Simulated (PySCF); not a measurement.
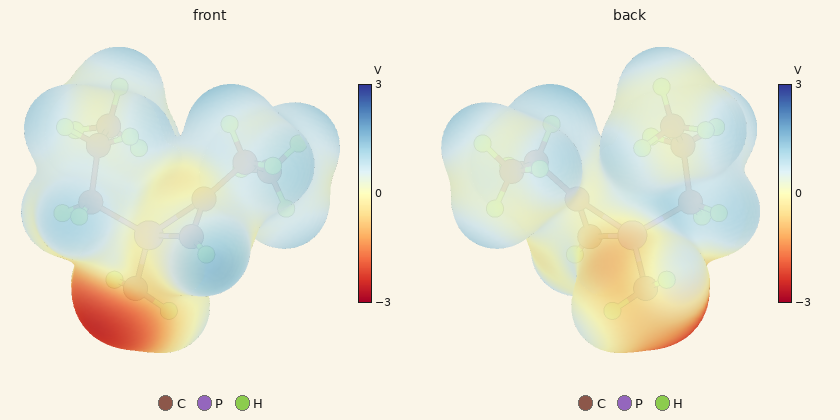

C8H15P. The electrostatic potential painted on the density surface at 0.004 e/bohr³, seen from the front and from behind; red is negative and blue positive.

Geometry: GFN2-xTB.

Method: PBE0/pcSseg-1, SCF density, gas phase, non-relativistic (PySCF).

```yaml
atoms:
  - { symbol: C, position_ang: [0.4441, -2.8776, -0.3490] }
  - { symbol: P, position_ang: [0.0223, -1.3207, 0.2042] }
  - { symbol: C, position_ang: [-1.7996, -1.0844, 0.1606] }
  - { symbol: C, position_ang: [-2.1680, 0.3554, -0.1610] }
  - { symbol: C, position_ang: [-1.7428, 0.7022, -1.5798] }
  - { symbol: C, position_ang: [0.6887, -0.6690, 1.7366] }
  - { symbol: C, position_ang: [0.8457, 0.2329, 0.7495] }
  - { symbol: C, position_ang: [1.5257, 1.5189, 0.4847] }
  - { symbol: C, position_ang: [2.5489, 1.3488, -0.6377] }
  - { symbol: H, position_ang: [1.5038, -3.0848, -0.2357] }
  - { symbol: H, position_ang: [0.0936, -3.0441, -1.3638] }
  - { symbol: H, position_ang: [-2.1900, -1.3973, 1.1333] }
  - { symbol: H, position_ang: [-2.1801, -1.7727, -0.5972] }
  - { symbol: H, position_ang: [-3.2445, 0.5005, -0.0447] }
  - { symbol: H, position_ang: [-1.6628, 1.0158, 0.5490] }
  - { symbol: H, position_ang: [-2.3336, 0.1445, -2.3032] }
  - { symbol: H, position_ang: [-0.6939, 0.4342, -1.7188] }
  - { symbol: H, position_ang: [-1.8616, 1.7644, -1.7806] }
  - { symbol: H, position_ang: [0.9850, -0.7913, 2.7620] }
  - { symbol: H, position_ang: [2.0187, 1.8665, 1.3979] }
  - { symbol: H, position_ang: [0.7872, 2.2679, 0.1839] }
  - { symbol: H, position_ang: [3.3146, 0.6336, -0.3454] }
  - { symbol: H, position_ang: [2.0610, 0.9774, -1.5370] }
  - { symbol: H, position_ang: [3.0259, 2.2985, -0.8667] }
```

Question: Where is the surface potential most negative and most positive?

Answer: The most negative region (about −2.4 V, or −55 kcal/mol for a unit charge) lies over C1, the most positive (about +1.4 V, or +32 kcal/mol for a unit charge) over H19.
